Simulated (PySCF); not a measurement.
Vertical excitations of a molecule CH₈ClNSi₂ from TDDFT-PBE/def2-SVPD run with PySCF, as energy in eV (oscillator strength): 5.93 (0.007), 6.19 (0.011), 6.26 (0.073), 6.80 (0.001), 6.87 (0.018), 6.94 (0.002), 7.08 (0.014), 7.11 (0.025), 7.14 (0.004), 7.16 (0.027). Lowest triplet (TDA): 5.66 eV. Geometry optimised at B3LYP-D3(BJ)/def2-SVP. Other conformers were not sampled.

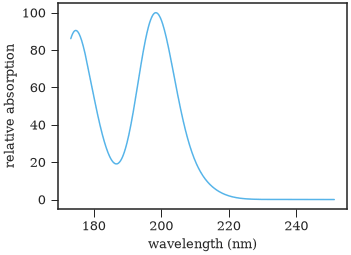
*The lines broadened by 0.4 eV.*

Question: Which molecule gave these data?
A. NC[SiH2][SiH2]Cl
B. [SiH3]NC[SiH2]Cl
C. N[Si@@H](Cl)C[SiH3]
D. C[SiH2]N[SiH2]Cl

Answer: D, C[SiH2]N[SiH2]Cl
